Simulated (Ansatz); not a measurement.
ClH₃NOSi (SMILES N[Si](O)Cl) (doublet)

Input file:

```
crystal:
  periodic: [false, false, false]
  atoms:
    - symbol: Cl
      position_ang: [-1.578385, -1.486854, 0.132728]
    - symbol: N
      position_ang: [0.246676, 0.923011, -0.193351]
    - symbol: O
      position_ang: [0.910799, -0.737841, 1.908360]
    - symbol: Si
      position_ang: [0.378107, -0.727387, 0.336069]
    - symbol: H
      position_ang: [-0.324620, 1.123857, -1.008126]
    - symbol: H
      position_ang: [1.089272, 1.490127, -0.197643]
    - symbol: H
      position_ang: [0.507209, -0.069914, 2.488138]
basis:
  gaussian:
    orbitals: def2-TZVPD
magnetization:
  spin_polarized: true
  initial_magnetization: 1
hamiltonian:
  xc: pbe0
output: {forces: true, orbitals: {seedname: orbitals}}
```

Launched as:

```sh
ansatz run input.yaml --threads 1 --pin off --max-ram 2610MiB --events-out events.jsonl --progress --plain --runs-dir runs
```

Geometry: B3LYP/6-31G*.

All numbers below come from Ansatz, isolated molecule in a Gaussian basis; Kohn-Sham density functional theory, functional PBE0.

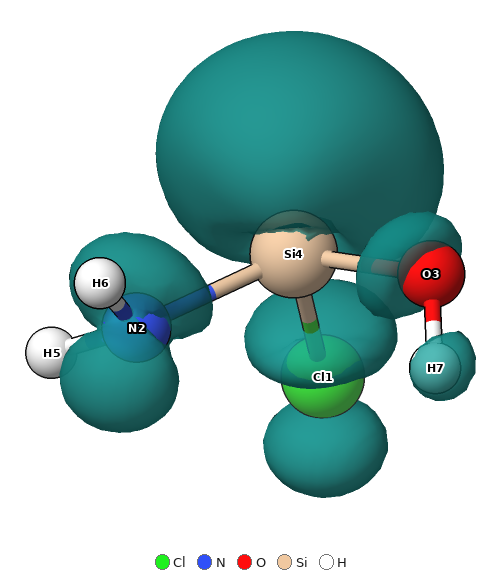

Figure 1. Isosurface of the spin density (α minus β) at +0.02 e/Å³ (teal), seen from one side.

> Where is the unpaired spin?

The unpaired spin (1 electron) lies mostly on Si4 (about 0.7), N2 (about 0.1) and Cl1 (about 0.1), in electrons by Hirshfeld's partition.

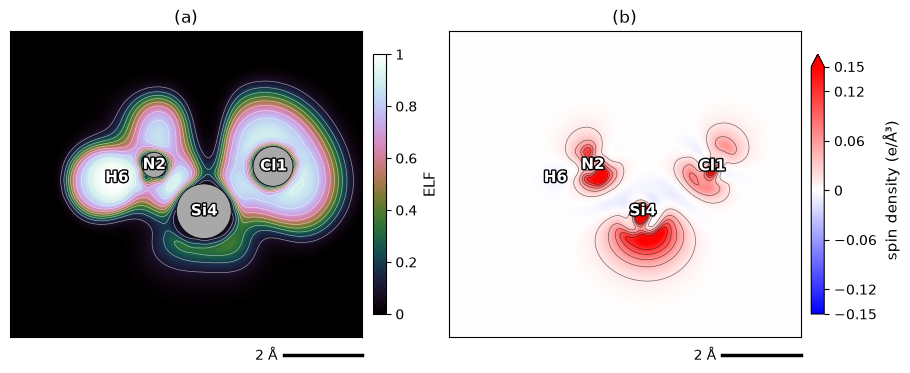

Figure 2. (a) electron localisation function; (b) spin density (α minus β) on the plane of atoms Cl1, Si4 and N2. Grey discs cover the atomic cores in the ELF map.

> Read the bonding off the picture.

The plane passes through Cl, N, Si and H nuclei.
Si–N (1.74 Å): the ELF peaks at about 0.90 between the atoms, as expected for a shared but strongly polarised pair.
Si–Cl (2.11 Å): the ELF peaks at about 0.85 between the atoms: a shared but strongly polarised pair.
N–H (1.02 Å): the ELF climbs to about 1 towards the hydrogen, as it does in any bond to H (an ordinary covalent bond to hydrogen).
The ELF also peaks beside Cl1, away from the bonds: non-bonding electrons, paired or unpaired.

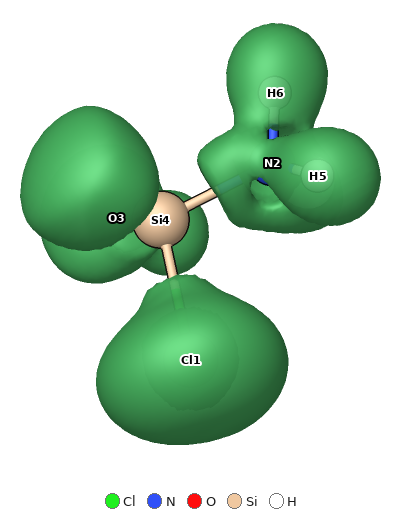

Figure 3. Isosurface of the ELF at 0.75 (green), seen at an oblique angle. Only the valence region is drawn (cores and ρ < 0.01 e/Å³ removed).

> Where are the electrons localised?

The surface consists of one region on Cl in which the atom's valence shell and bonds are merged, one lobe on Si, pointing away from the bonds (non-bonding electrons), one joined region spread over several atoms (H, N), in which their bonds and any lone pairs are merged and one joined region spread over several atoms (H, O), in which their bonds and any lone pairs are merged. Along the contacts the grid gives the following. Si–O (1.66 Å): the ELF peaks at about 0.90 between the atoms; a polar covalent bond.

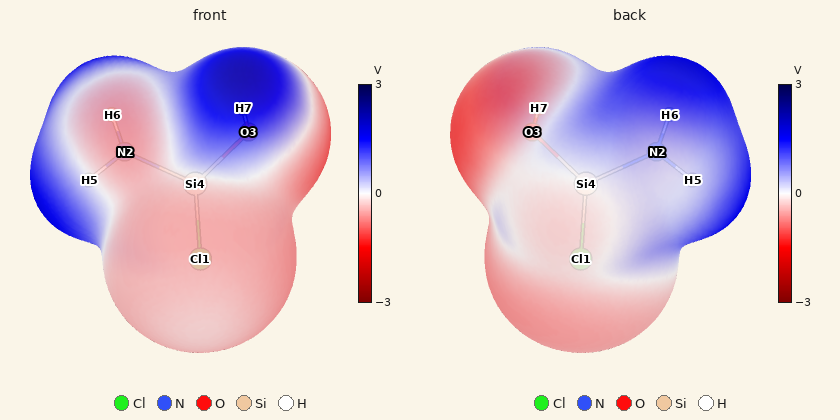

Figure 4. The molecular electrostatic potential painted on the density surface at 0.001 e/bohr³, seen from the front and from behind; the colour scale runs from red (negative) to blue (positive).

> Describe the electrostatic potential map.

The most negative region (about −1.1 V) lies over O3, the most positive (about +2.0 V) over H7. O3 is the likeliest acceptor of a hydrogen bond.

> How polar is the molecule by this calculation?

Its dipole moment is 2.79 D.
